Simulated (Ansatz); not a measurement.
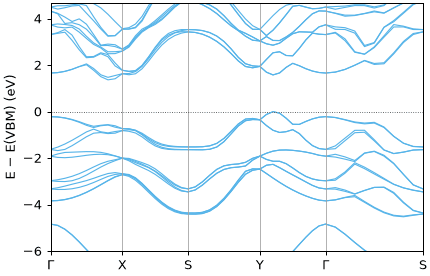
*Band structure from plane-wave PAW r²SCAN+D4 with spin–orbit coupling (Ansatz code)*

The gap is 1.36 eV; an edge lies off the plotted path or next to a special point (maximum off the standard path, minimum on the Γ–X line, 82 % of the way from Γ).

The material is monolayer SnSe (puckered, Pmn2_1 in the vacuum cell, 4 atoms).

A layer that has been made, often on a substrate. The cell was relaxed with r²SCAN+D4 under the symmetry of its start; its stability against distortions is not shown here.

Potentials: the later of the program's two PAW sets.
